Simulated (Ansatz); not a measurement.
Input

```
basis:
  gaussian:
    orbitals: def2-TZVPD
crystal:
  periodic: [false, false, false]
  atoms:
    - {symbol: C, position_ang: [-0.763655, 0.791609, -1.775220]}
    - {symbol: Hf, position_ang: [-0.507797, -0.717444, -0.158715]}
    - {symbol: O, position_ang: [0.915776, -0.024419, 0.942988]}
    - {symbol: O, position_ang: [-2.217033, -0.780757, 0.732979]}
    - {symbol: O, position_ang: [-0.051809, -2.351729, -1.076216]}
    - {symbol: H, position_ang: [-1.559223, 0.497776, -2.482820]}
    - {symbol: H, position_ang: [-1.035977, 1.781207, -1.367147]}
    - {symbol: H, position_ang: [0.164516, 0.921300, -2.359739]}
    - {symbol: H, position_ang: [1.607273, 0.208748, 1.557198]}
    - {symbol: H, position_ang: [-3.006442, -0.897891, 1.255382]}
    - {symbol: H, position_ang: [0.173131, -3.215832, -1.411671]}
total_charge: 0
hamiltonian:
  xc: {name: PBE0}
output: {forces: true, orbitals: {seedname: orbitals}}
```

Run with:

```sh
ansatz run input.yaml --threads 2 --pin off --max-ram 5220MiB --events-out events.jsonl --progress --plain --runs-dir runs
```

Geometry: PBE0-D4/def2-SVP; core potentials replace the inner electrons of Hf.

The calculation used isolated molecule in a Gaussian basis; Kohn-Sham density functional theory, functional PBE0 (Ansatz 0.2.0).

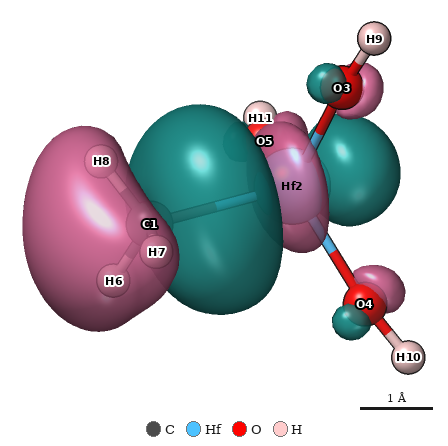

CH6HfO3 (SMILES [CH3][Hf]([OH])([OH])[OH]). The HOMO at ±0.08 Å⁻³ᐟ² (teal and pink are the two phases), seen at a tilt.

What is the character of this orbital?

Answer. It lies mainly on C1 (about 55 %) and Hf2 (about 25 %). Its energy is −7.28 eV.
